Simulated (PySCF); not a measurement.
C4H10F2SSi (SMILES FC(F)CCSC[SiH3])

```xyz
18

F    -3.3432    0.7814   -0.2421
C    -2.5673   -0.3300   -0.2133
F    -3.3585   -1.3277    0.2542
C    -1.3655   -0.1246    0.6954
C    -0.3427    0.8013    0.0529
S     0.3698    0.1245   -1.4832
C     1.3685   -1.2747   -0.8731
Si    2.7583   -0.7904    0.3434
H    -2.2891   -0.5739   -1.2500
H    -1.7155    0.3060    1.6366
H    -0.9293   -1.1027    0.9057
H     0.4733    1.0163    0.7411
H    -0.8137    1.7371   -0.2489
H     1.7972   -1.6865   -1.7853
H     0.6896   -2.0251   -0.4693
H     3.3886    0.4348   -0.1392
H     2.1798   -0.5757    1.6740
H     3.6910   -1.9132    0.3893
```

Geometry: GFN2-xTB.

Level of theory: PySCF 2.14.0, PBE0/pcSseg-1, SCF density, gas phase, non-relativistic.

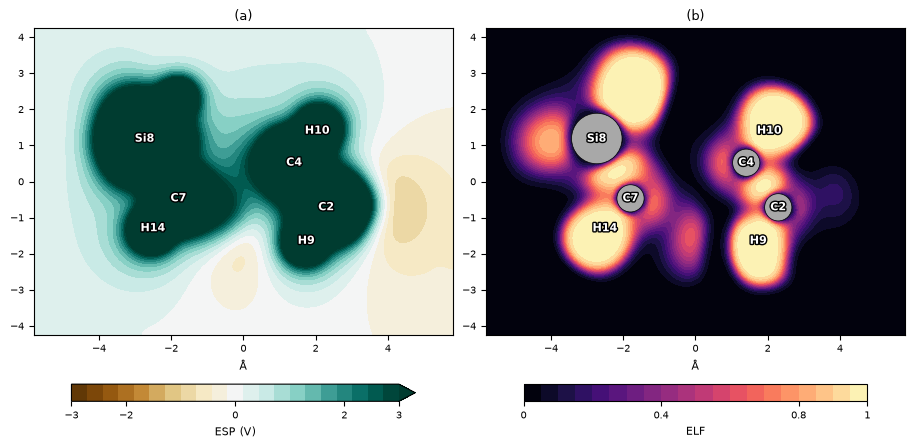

Figure 1. (a) electrostatic potential; (b) electron localisation function on the plane of atoms C2, C4 and H10. Grey discs cover the atomic cores in the ELF map.

### Read the bonding off the picture.

The plane passes through C, Si and H nuclei.
C–C (1.52 Å): the ELF peaks at about 0.95 between the atoms (localised, covalent bonding).
C–Si (1.91 Å): the ELF peaks at about 0.95 between the atoms; a shared electron pair.
C–H (1.09 Å): the ELF climbs to about 1 towards the hydrogen, as it does in any bond to H; an ordinary covalent bond to hydrogen.
Outside the dense part of the molecule the potential is most negative (−0.9 V) near F1, which lies off the plane.

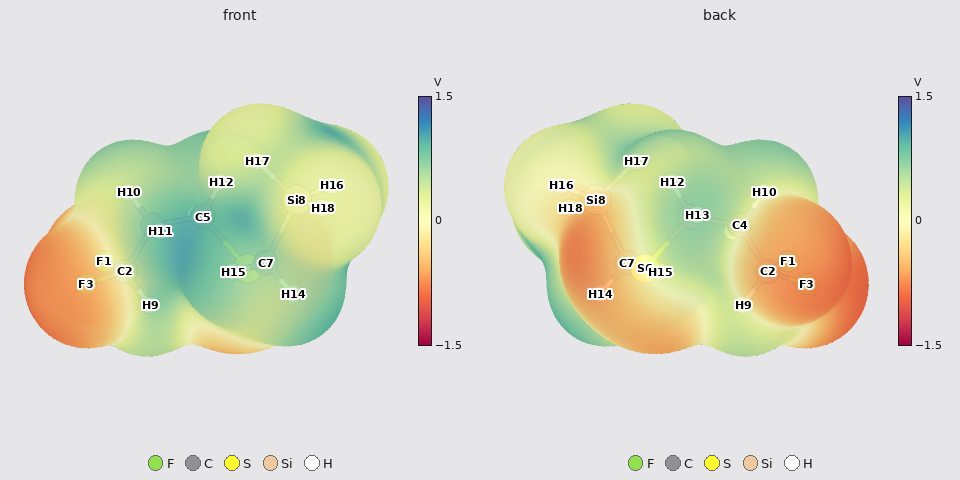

Figure 2. The molecular electrostatic potential painted on the density surface at 0.001 e/bohr³, seen from the front and from behind; red is negative and blue positive.

### Describe the electrostatic potential map.

The most negative region (about −0.9 V) lies over F1 and F3, the most positive (about +1.0 V) over Si8, H11 and H15.

### What dipole moment does the calculation give?

Its dipole moment is 2.72 D.
